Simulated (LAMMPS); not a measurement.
Consider Ni (fcc), 256 atoms, at 200 K and 0 GPa, heated as the crystal in molecular dynamics.

Level of theory: MD with a machine-learned potential, pair style snap, file Ni_Zuo_JPCA2020.snap (LAMMPS).

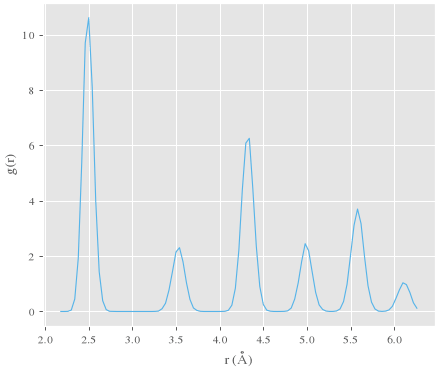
Figure: g(r) against r (Å)

Main features:
- state found: crystal; no diffusion seen in 15 ps
- first peak of g(r): 2.49 Å, height 10.6
- coordination number: 12.0 (counted to 3.02 Å)
